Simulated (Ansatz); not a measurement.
# H4N2OSi + H2: a complex and its separated parts, part 2 of 2

Ansatz 0.2.0, Gaussian basis. The steps go on from the part before.

## Step 13: CAM-B3LYP-D4/def2-TZVPP

The inputs:

parta/in.yaml

```yaml
crystal:
  periodic: [false, false, false]
  atoms:
    - {symbol: Si, position_ang: [-0.185495, 0.314433, 0.179253]}
    - {symbol: O, position_ang: [-0.182965, 0.383369, -1.334799]}
    - {symbol: N, position_ang: [1.000253, 0.950687, 1.181670]}
    - {symbol: N, position_ang: [-1.374480, -0.410104, 1.115740]}
    - {symbol: H, position_ang: [1.006800, 0.909699, 2.185308]}
    - {symbol: H, position_ang: [1.796323, 1.425125, 0.791562]}
    - {symbol: H, position_ang: [-2.169081, -0.847166, 0.681472]}
    - {symbol: H, position_ang: [-1.384361, -0.460539, 2.118921]}
basis:
  gaussian: {orbitals: def2-TZVPP}
hamiltonian: {xc: {name: CAM-B3LYP}, dispersion: d4}
```

partb/in.yaml

```yaml
crystal:
  periodic: [false, false, false]
  atoms:
    - {symbol: H, position_ang: [0.878373, -1.349530, -3.733131]}
    - {symbol: H, position_ang: [0.614629, -0.916071, -3.186001]}
basis:
  gaussian: {orbitals: def2-TZVPP}
hamiltonian: {xc: {name: CAM-B3LYP}, dispersion: d4}
```

Each run has its own folder and the same command.

Command:

```
> ansatz run in.yaml --threads 4 --pin off --events-out ev --progress --plain --max-ram 9574MiB
```

Output in parta (excerpt; [...] marks lines left out):

```text
Functional definition: CAM-B3LYP
  name "CAM-B3LYP"
  cite "Yanai, Tew & Handy, Chem. Phys. Lett. 393, 51 (2004) doi:10.1016/j.cplett.2004.06.011"
  cite "Iikura, Tsuneda, Yanai & Hirao, J. Chem. Phys. 115, 3540 (2001) doi:10.1063/1.1383587"
  cite "Becke, Phys. Rev. A 38, 3098 (1988) doi:10.1103/PhysRevA.38.3098"
  cite "Lee, Yang & Parr, Phys. Rev. B 37, 785 (1988) doi:10.1103/PhysRevB.37.785"
[...]
  # Exact exchange under (alpha + beta erf(omega r))/r, Becke's under what is left of 1/r.
[...]
988 factors; their error is unknown
255 factors; integrals over basis functions are off by at most 1.1e-5 eV
[...]
mean field -12973.20739883 eV, -476.7565783512 hartree, gradient 3.2e-5 eV, S^2 0.000000; 0 other end points of the search recorded, 0 dependent functions left out
reference -12973.20751149 eV, -476.7565824915 hartree; 20, 20 occupied and 171, 171 virtual orbitals, 988 factors
Total energy: -12973.33449373 eV, -476.7612490027 hartree
```

Log of partb (excerpt; [...] marks lines left out):

```text
[... 6 set-up lines as earlier in the session ...]
[...]
  # Exact exchange under (alpha + beta erf(omega r))/r, Becke's under what is left of 1/r.
[...]
118 factors; their error is unknown
42 factors; integrals over basis functions are off by at most 6.3e-5 eV
[...]
mean field -31.88030348 eV, -1.1715795436 hartree, gradient 6.4e-5 eV, S^2 0.000000; 0 other end points of the search recorded, 0 dependent functions left out
reference -31.88037342 eV, -1.1715821138 hartree; 1, 1 occupied and 27, 27 virtual orbitals, 118 factors
Total energy: -31.88188683 eV, -1.1716377305 hartree
```

They took 1.6 s (parta), 0.15 s (partb) on 4 threads of Arm Neoverse V1, shared host.

## Step 14: wB97X-V/def2-TZVPP

Each input of step 13 (parta, partb) changes in the same lines:

```diff
-hamiltonian: {xc: {name: CAM-B3LYP}, dispersion: d4}
+hamiltonian: {xc: {name: wB97X-V}}
```

Each run has its own folder and the same command.

Command:

```
> ansatz run in.yaml --threads 4 --pin off --events-out ev --progress --plain --max-ram 9574MiB
```

parta printed (excerpt; [...] marks lines left out):

```text
Functional definition: wB97X-V
  name "wB97X-V"
  cite "Mardirossian & Head-Gordon, Phys. Chem. Chem. Phys. 16, 9904 (2014) doi:10.1039/C3CP54374A"
[... 2 set-up lines as earlier in the session ...]
[...]
      + integral(e_c_pw_opposite_spin*poly(b97_u_opposite, cos0, cos1)) + vv10(b, c)
988 factors; their error is unknown
223 factors; integrals over basis functions are off by at most 7.9e-6 eV
[...]
mean field -12971.84955644 eV, -476.7066785637 hartree, gradient 6.0e-5 eV, S^2 0.000000; 0 other end points of the search recorded, 0 dependent functions left out
reference -12971.84955467 eV, -476.7066784987 hartree; 20, 20 occupied and 171, 171 virtual orbitals, 988 factors
Total energy: -12971.84955467 eV, -476.7066784987 hartree
```

Output in partb (excerpt; [...] marks lines left out):

```text
[... 5 set-up lines as earlier in the session ...]
[...]
      + integral(e_c_pw_opposite_spin*poly(b97_u_opposite, cos0, cos1)) + vv10(b, c)
118 factors; their error is unknown
42 factors; integrals over basis functions are off by at most 3.0e-5 eV
[...]
mean field -31.90859834 eV, -1.1726193605 hartree, gradient 8.8e-5 eV, S^2 0.000000; 0 other end points of the search recorded, 0 dependent functions left out
reference -31.90859734 eV, -1.1726193238 hartree; 1, 1 occupied and 27, 27 virtual orbitals, 118 factors
Total energy: -31.90859734 eV, -1.1726193238 hartree
```

They took 3.8 s (parta), 0.15 s (partb) on 4 threads of Arm Neoverse V1, shared host.

## Step 15: wB97M-V/def2-TZVPP

Each input of step 14 (parta, partb) changes in the same lines:

```diff
-hamiltonian: {xc: {name: wB97X-V}}
+hamiltonian: {xc: {name: wB97M-V}}
```

The same command starts each run, in its folder.

Command:

```
> ansatz run in.yaml --threads 4 --pin off --events-out ev --progress --plain --max-ram 9574MiB
```

Log of parta (excerpt; [...] marks lines left out):

```text
Functional definition: wB97M-V
  name "wB97M-V"
  cite "Mardirossian & Head-Gordon, J. Chem. Phys. 144, 214110 (2016) doi:10.1063/1.4952647"
[... 2 set-up lines as earlier in the session ...]
  # Of w^i u^j: cxij and so on, Table III.
[...]
  gx(w, u) = 1 - cx + cx01*u + cx10*w
[...]
      + integral(e_c_pw_mod_opposite_spin*gos(b97_w_opposite, b97_u_opposite)) + vv10(b, c)
988 factors; their error is unknown
223 factors; integrals over basis functions are off by at most 7.9e-6 eV
[...]
mean field -12972.72964635 eV, -476.7390212714 hartree, gradient 4.9e-5 eV, S^2 0.000000; 0 other end points of the search recorded, 0 dependent functions left out
reference -12972.72968950 eV, -476.7390228572 hartree; 20, 20 occupied and 171, 171 virtual orbitals, 988 factors
Total energy: -12972.72968950 eV, -476.7390228572 hartree
```

Log of partb (excerpt; [...] marks lines left out):

```text
[... 5 set-up lines as earlier in the session ...]
  # Of w^i u^j: cxij and so on, Table III.
[...]
  gx(w, u) = 1 - cx + cx01*u + cx10*w
[...]
      + integral(e_c_pw_mod_opposite_spin*gos(b97_w_opposite, b97_u_opposite)) + vv10(b, c)
118 factors; their error is unknown
42 factors; integrals over basis functions are off by at most 3.0e-5 eV
[...]
mean field -31.60111076 eV, -1.1613194003 hartree, gradient 7.3e-6 eV, S^2 0.000000; 0 other end points of the search recorded, 0 dependent functions left out
reference -31.60113501 eV, -1.1613202917 hartree; 1, 1 occupied and 27, 27 virtual orbitals, 118 factors
Total energy: -31.60113501 eV, -1.1613202917 hartree
```

Wall times: 4.1 s (parta), 0.15 s (partb) on 4 threads of Arm Neoverse V1, shared host.

## Step 16: B2PLYP/def2-TZVPP

The same edit goes into each in.yaml of step 15 (parta, partb):

```diff
-hamiltonian: {xc: {name: wB97M-V}}
+hamiltonian: {xc: {name: B2PLYP}}
```

The same command starts each run, in its folder.

Command:

```
> ansatz run in.yaml --threads 4 --pin off --events-out ev --progress --plain --max-ram 9574MiB
```

parta printed (excerpt; [...] marks lines left out):

```text
Functional definition: B2PLYP
  name "B2PLYP"
  cite "Grimme, J. Chem. Phys. 124, 034108 (2006) doi:10.1063/1.2148954"
[... 2 set-up lines as earlier in the session ...]
[...]
1138 factors; integrals over basis functions are off by at most 1.3e-3 eV
[...]
mean field -12961.23615119 eV, -476.3166431149 hartree, gradient 6.9e-6 eV, S^2 0.000000; 0 other end points of the search recorded, 0 dependent functions left out
8 core orbitals not correlated: weight in the atoms' cores, before any rotation towards them, 1.000 or more for the frozen orbitals, at most 0.000 for the correlated occupied ones
reference -12961.23629747 eV, -476.3166484904 hartree; 12, 12 occupied and 171, 171 virtual orbitals, 1138 factors
second order -25.54930528 eV of doubles, -0.00000000 eV of singles
Total energy: -12968.13460989 eV, -476.5701567962 hartree
```

Output in partb (excerpt; [...] marks lines left out):

```text
[... 5 set-up lines as earlier in the session ...]
[...]
145 factors; integrals over basis functions are off by at most 7.3e-4 eV
[...]
mean field -31.55848603 eV, -1.1597529703 hartree, gradient 1.0e-6 eV, S^2 0.000000; 0 other end points of the search recorded, 0 dependent functions left out
reference -31.55857544 eV, -1.1597562563 hartree; 1, 1 occupied and 27, 27 virtual orbitals, 145 factors
second order -1.02366957 eV of doubles, -0.00000000 eV of singles
Total energy: -31.83496623 eV, -1.1699134303 hartree
```

Times: 2.5 s (parta), 0.1 s (partb) on 4 threads of Arm Neoverse V1, shared host.

## Step 17: PBE-QIDH/def2-TZVPP

Each input of step 16 (parta, partb) changes in the same lines:

```diff
-hamiltonian: {xc: {name: B2PLYP}}
+hamiltonian: {xc: {name: PBE-QIDH}}
```

The same command starts each run, in its folder.

Command:

```
> ansatz run in.yaml --threads 4 --pin off --events-out ev --progress --plain --max-ram 9574MiB
```

parta printed (excerpt; [...] marks lines left out):

```text
Functional definition: PBE-QIDH
  name "PBE-QIDH"
  cite "Brémond, Sancho-García, Pérez-Jiménez & Adamo, J. Chem. Phys. 141, 031101 (2014) doi:10.1063/1.4890314"
[... 1 set-up line as earlier in the session ...]
[...]
1138 factors; integrals over basis functions are off by at most 1.3e-3 eV
[...]
mean field -12955.02420161 eV, -476.0883581783 hartree, gradient 6.4e-6 eV, S^2 0.000000; 0 other end points of the search recorded, 0 dependent functions left out
8 core orbitals not correlated: weight in the atoms' cores, before any rotation towards them, 1.000 or more for the frozen orbitals, at most 0.000 for the correlated occupied ones
reference -12955.02421240 eV, -476.0883585749 hartree; 12, 12 occupied and 171, 171 virtual orbitals, 1138 factors
second order -23.65381339 eV of doubles, -0.00000000 eV of singles
Total energy: -12962.90881686 eV, -476.3781124445 hartree
```

partb printed (excerpt; [...] marks lines left out):

```text
[... 4 set-up lines as earlier in the session ...]
[...]
145 factors; integrals over basis functions are off by at most 7.3e-4 eV
[...]
mean field -31.52724521 eV, -1.1586048914 hartree, gradient 1.4e-6 eV, S^2 0.000000; 0 other end points of the search recorded, 0 dependent functions left out
reference -31.52725163 eV, -1.1586051273 hartree; 1, 1 occupied and 27, 27 virtual orbitals, 145 factors
second order -0.95920953 eV of doubles, -0.00000000 eV of singles
Total energy: -31.84698814 eV, -1.1703552273 hartree
```

Times: 2.4 s (parta), 0.1 s (partb) on 4 threads of Arm Neoverse V1, shared host.

## Step 18: RPA on PBE/def2-TZVPP

The same edit goes into each in.yaml of step 17 (parta, partb):

```diff
-hamiltonian: {xc: {name: PBE-QIDH}}
+hamiltonian: {xc: pbe}
+correlation: {method: rpa}
```

Each run has its own folder and the same command.

Command:

```
> ansatz run in.yaml --threads 4 --pin off --events-out ev --progress --plain --max-ram 9574MiB
```

Output in parta (excerpt; [...] marks lines left out):

```text
[... 4 set-up lines as earlier in the session ...]
[...]
1138 factors; integrals over basis functions are off by at most 1.3e-3 eV
[...]
mean field -12965.05047643 eV, -476.4568169819 hartree, gradient 8.9e-6 eV, S^2 0.000000; 0 other end points of the search recorded, 0 dependent functions left out
8 core orbitals not correlated: weight in the atoms' cores, before any rotation towards them, 1.000 or more for the frozen orbitals, at most 0.000 for the correlated occupied ones
reference -12929.90097425 eV, -475.1650966019 hartree; 12, 12 occupied and 171, 171 virtual orbitals, 1138 factors
Total energy: -12962.78980149 eV, -476.3737387103 hartree
```

Output in partb (excerpt; [...] marks lines left out):

```text
[... 4 set-up lines as earlier in the session ...]
[...]
145 factors; integrals over basis functions are off by at most 7.3e-4 eV
[...]
mean field -31.73222036 eV, -1.1661375892 hartree, gradient 1.4e-6 eV, S^2 0.000000; 0 other end points of the search recorded, 0 dependent functions left out
reference -30.80639116 eV, -1.1321139939 hartree; 1, 1 occupied and 27, 27 virtual orbitals, 145 factors
Total energy: -32.86230337 eV, -1.2076673740 hartree
```

They took 3.2 s (parta), 0.1 s (partb) on 4 threads of Arm Neoverse V1, shared host.

## Step 19: CCSD(T)/def2-TZVPP

The same edit goes into each in.yaml of step 18 (parta, partb):

```diff
-hamiltonian: {xc: pbe}
-correlation: {method: rpa}
+correlation: {method: ccsd_t}
```

One command serves all of them, each in its own folder.

Command:

```
> ansatz run in.yaml --threads 4 --pin off --events-out ev --progress --plain --max-ram 9574MiB
```

parta printed (excerpt; [...] marks lines left out):

```text
Functional definition: HF
  name "HF"
  cite "Fock, Z. Phys. 61, 126 (1930) doi:10.1007/BF01340294"
[... 1 set-up line as earlier in the session ...]
[...]
1138 factors; integrals over basis functions are off by at most 1.3e-3 eV
[...]
mean field -12931.24608049 eV, -475.2145283447 hartree, gradient 4.2e-6 eV, S^2 0.000000; 0 other end points of the search recorded, 0 dependent functions left out
8 core orbitals not correlated: weight in the atoms' cores, before any rotation towards them, 1.000 or more for the frozen orbitals, at most 0.000 for the correlated occupied ones
reference -12931.24608049 eV, -475.2145283447 hartree; 12, 12 occupied and 171, 171 virtual orbitals, 1138 factors
second order -21.04100147 eV of doubles, -0.00000000 eV of singles
cycle   1  -20.84590662 eV  change    2.0e-1 eV  update   1.1e-1
[...]
cycle   9  -21.43540713 eV  change   -5.4e-6 eV  update   2.8e-5
perturbative correction -0.85799749 eV, -0.0315308263 hartree
Total energy: -12953.53948511 eV, -476.0337958534 hartree
```

Output in partb (excerpt; [...] marks lines left out):

```text
[... 4 set-up lines as earlier in the session ...]
[...]
145 factors; integrals over basis functions are off by at most 7.3e-4 eV
[...]
mean field -30.82769583 eV, -1.1328969258 hartree, gradient 4.3e-7 eV, S^2 0.000000; 0 other end points of the search recorded, 0 dependent functions left out
reference -30.82769583 eV, -1.1328969258 hartree; 1, 1 occupied and 27, 27 virtual orbitals, 145 factors
second order -0.86257701 eV of doubles, -0.00000000 eV of singles
cycle   1  -1.00723402 eV  change   -1.4e-1 eV  update   2.6e-2
[...]
cycle   7  -1.07308547 eV  change    5.6e-7 eV  update   4.1e-7
perturbative correction -0.00000000 eV, -0.0000000000 hartree
Total energy: -31.90078130 eV, -1.1723320896 hartree
```

Wall times: 27 s (parta), 0.1 s (partb) on 4 threads of Arm Neoverse V1, shared host; peak memory 2.1 GiB.

## Step 20: Vibrations of H4N2OSi

vib-parta/in.yaml

```yaml
crystal:
  periodic: [false, false, false]
  atoms:
    - {symbol: Si, position_ang: [-0.185495, 0.314433, 0.179253]}
    - {symbol: O, position_ang: [-0.182965, 0.383369, -1.334799]}
    - {symbol: N, position_ang: [1.000253, 0.950687, 1.181670]}
    - {symbol: N, position_ang: [-1.374480, -0.410104, 1.115740]}
    - {symbol: H, position_ang: [1.006800, 0.909699, 2.185308]}
    - {symbol: H, position_ang: [1.796323, 1.425125, 0.791562]}
    - {symbol: H, position_ang: [-2.169081, -0.847166, 0.681472]}
    - {symbol: H, position_ang: [-1.384361, -0.460539, 2.118921]}
basis:
  gaussian: {orbitals: def2-TZVP}
hamiltonian: {xc: pbe0, dispersion: d4}
phonons: {temperatures: {t_min: 298.15, t_max: 900, t_step: 200}}
```

Command:

```
> ansatz run in.yaml --threads 4 --pin off --events-out ev --progress --plain --max-ram 9574MiB
```

The log of the run (excerpt; [...] marks lines left out):

```text
[... 5 set-up lines as earlier in the session ...]
[...]
905 factors; their error is unknown
[...]
mean field -12965.73300998 eV, -476.4818996273 hartree, gradient 3.6e-5 eV, S^2 0.000000; 0 other end points of the search recorded, 0 dependent functions left out
[...]
Atom 5 at     1.796323     1.425125     0.791562 Å, force    -0.000227    -0.000053    -0.000130 eV/Å
Atom 6 at    -2.169081    -0.847166     0.681472 Å, force     0.000162     0.000170    -0.000147 eV/Å
Atom 7 at    -1.384361    -0.460539     2.118921 Å, force     0.000291     0.000177    -0.000296 eV/Å
Dipole moment:    -0.001922    -0.053276     1.168774 e Å
Vibrations: 207.77 281.35 305.02 325.09 346.98 364.31 474.11 736.33 804.95 861.68 983.76 1295.40 1562.47 1581.25 3629.46 3633.65 3733.60 3734.37 cm⁻¹, zero-point energy 1.541219 eV
```

Run time: 46 s. Hardware: 4 threads of Arm Neoverse V1, shared host.

Wavenumbers and character of the modes:

| mode | wavenumber (cm⁻¹) | character |
| --- | --- | --- |
| 1 | 208 | torsion |
| 2 | 281 | bend |
| 3 | 305 | bend |
| 4 | 325 | torsion |
| 5 | 347 | torsion |
| 6 | 364 | torsion |
| 7 | 474 | torsion |
| 8 | 736 | bend |
| 9 | 805 | Si–N stretch with bend |
| 10 | 862 | bend |
| 11 | 984 | Si–N stretch |
| 12 | 1295 | Si–O stretch |
| 13 | 1562 | bend |
| 14 | 1581 | bend |
| 15 | 3629 | N–H stretch |
| 16 | 3634 | N–H stretch |
| 17 | 3734 | N–H stretch |
| 18 | 3734 | N–H stretch |

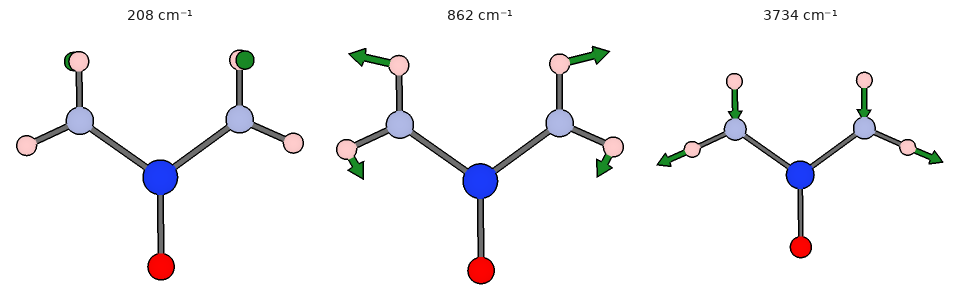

Displacements of 3 modes, as arrows.

Vibrational sums (real modes only):

| T (K) | entropy (J/mol/K) | heat capacity (J/mol/K) |
| --- | --- | --- |
| 298 | 42.0 | 58.1 |
| 498 | 77.9 | 81.2 |
| 698 | 107.6 | 95.0 |
| 898 | 132.8 | 104.5 |

## Step 21: Vibrations of H2

vib-partb/in.yaml

```yaml
crystal:
  periodic: [false, false, false]
  atoms:
    - {symbol: H, position_ang: [0.878373, -1.349530, -3.733131]}
    - {symbol: H, position_ang: [0.614629, -0.916071, -3.186001]}
basis:
  gaussian: {orbitals: def2-TZVP}
hamiltonian: {xc: pbe0, dispersion: d4}
phonons: {temperatures: {t_min: 298.15, t_max: 900, t_step: 200}}
```

Command:

```
> ansatz run in.yaml --threads 4 --pin off --events-out ev --progress --plain --max-ram 9574MiB
```

The log of the run (excerpt; [...] marks lines left out):

```text
[... 5 set-up lines as earlier in the session ...]
[...]
88 factors; their error is unknown
[...]
mean field -31.78865264 eV, -1.1682114374 hartree, gradient 1.8e-5 eV, S^2 0.000000; 0 other end points of the search recorded, 0 dependent functions left out
[...]
reference -31.78854887 eV, -1.1682076239 hartree; 1, 1 occupied and 11, 11 virtual orbitals, 88 factors
Total energy: -31.79027507 eV, -1.1682710604 hartree
Atom 0 at     0.878373    -1.349530    -3.733131 Å, force    -0.000930     0.001528     0.001929 eV/Å
Atom 1 at     0.614629    -0.916071    -3.186001 Å, force     0.000930    -0.001528    -0.001929 eV/Å
Dipole moment:     0.000000    -0.000000    -0.000000 e Å
Vibrations: 4414.05 cm⁻¹, zero-point energy 0.273636 eV
```

Wall time 0.2 s (4 threads of Arm Neoverse V1, shared host).

Wavenumbers and character of the modes:

| mode | wavenumber (cm⁻¹) | character |
| --- | --- | --- |
| 1 | 4414 | H–H stretch |

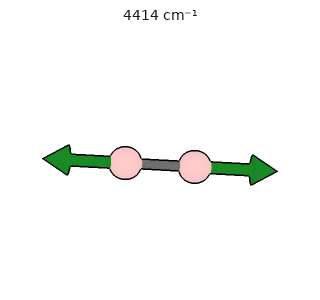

How the atoms move in 1 of the modes.

Vibrational sums (real modes only):

| T (K) | entropy (J/mol/K) | heat capacity (J/mol/K) |
| --- | --- | --- |
| 298 | 0.0 | 0.0 |
| 498 | 0.0 | 0.0 |
| 698 | 0.0 | 0.1 |
| 898 | 0.1 | 0.4 |

## Step 22: Complex less separated parts

The complex's own energies come from single points at the same levels.

Rows are in def2-TZVPP; times add the 3 runs of a level on a shared host, so small differences are noise.

Differences are taken before rounding.

| method | rung | complex less parts (kJ/mol) | from CCSD(T) (kJ/mol) | time |
| --- | --- | --- | --- | --- |
| SPW92 | LDA | -10.9 | -5.6 | 1.6 s |
| PBE-D4 | GGA | -7.1 | -1.8 | 2.4 s |
| BLYP-D4 | GGA | -5.8 | -0.6 | 2.5 s |
| r2SCAN-D4 | meta-GGA | -5.2 | 0.0 | 4.6 s |
| B97M-V | meta-GGA | -6.4 | -1.2 | 9.3 s |
| PBE0-D4 | hybrid | -6.7 | -1.5 | 3.1 s |
| B3LYP-D4 | hybrid | -6.3 | -1.0 | 3 s |
| r2SCAN0-D4 | hybrid | -5.8 | -0.5 | 5.3 s |
| BHLYP-D4 | hybrid | -6.9 | -1.6 | 2.8 s |
| CAM-B3LYP-D4 | range-separated hybrid | -7.1 | -1.8 | 3.5 s |
| wB97X-V | range-separated hybrid | -6.0 | -0.8 | 8.4 s |
| wB97M-V | range-separated hybrid | -5.9 | -0.7 | 9.1 s |
| B2PLYP | double hybrid | -4.7 | +0.5 | 5.6 s |
| PBE-QIDH | double hybrid | -5.3 | -0.1 | 5.5 s |
| RPA on PBE | RPA | -3.7 | +1.5 | 7.3 s |
| Hartree-Fock | wavefunction | -2.8 | +2.5 |  |
| MP2 | wavefunction | -5.2 | +0.1 |  |
| CCSD | wavefunction | -4.9 | +0.4 |  |
| CCSD(T) | wavefunction | -5.3 | 0 | 81 s |

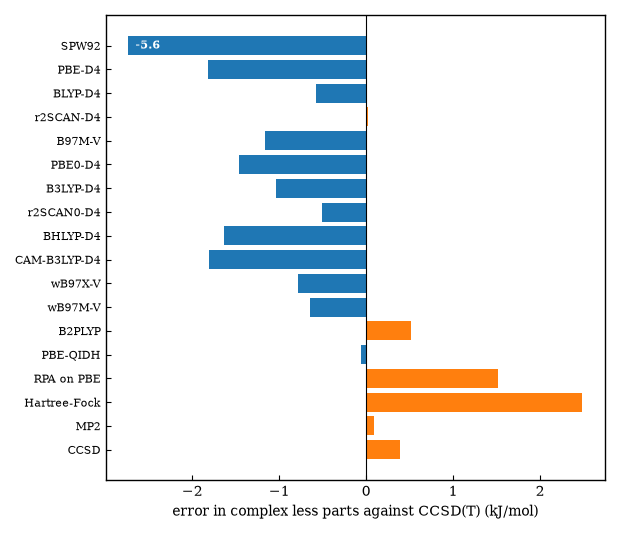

Error of each method against CCSD(T). Bars with a number in them are cut short.

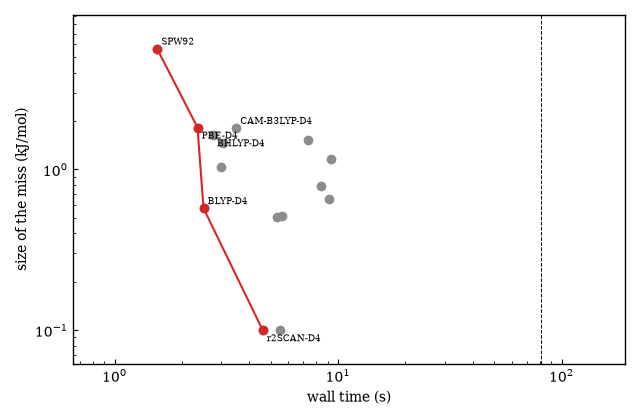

Accuracy for the time spent; red marks the levels that beat every quicker one drawn (of those quicker than the yardstick), and the dashed line is the time of CCSD(T). Only those levels and the largest misses are named. Misses under 0.1 kJ/mol are drawn at that value. Times are from a shared host.

For cost: r2SCAN-D4 gets within 0.0 kJ/mol in 4.6 s, where CCSD(T) took 81 s; the quickest level in the cost chart, SPW92, takes 1.6 s and misses by 5.6 kJ/mol.

The complex's zero-point energy, from a separate PBE0-D4 run, is 1.876 eV.

## Step 23: Outcome

The summary covers parts 1 to 2.

| quantity | value |
| --- | --- |
| complex less parts, CCSD(T)/def2-TZVPP | -5.3 kJ/mol |
| with zero-point energy | +0.7 kJ/mol |
| largest T1 diagnostic | 0.015 |

**Reading.** At CCSD(T) the complex lies 5.3 kJ/mol below its parts. The functionals run from r2SCAN-D4, off by 0.0 kJ/mol, to SPW92, off by -5.6 kJ/mol, against CCSD(T). Mean unsigned error by rung: LDA 5.6, GGA 1.2, meta-GGA 0.6, hybrid 1.2, range-separated hybrid 1.1, double hybrid 0.3 kJ/mol. The double hybrids carry no dispersion term here, unlike the levels marked D4 or V. PBE-D4 gives a relative energy 1.8 kJ/mol too low, an error of 35 % of the reference. The complex's frequency run has imaginary modes: the structure is no minimum, so both the energy and the zero-point correction are in doubt. No counterpoise was applied, and triple zeta lacks some correlation, so the CCSD(T) reference has a basis error of its own, and close matches with it are partly luck.
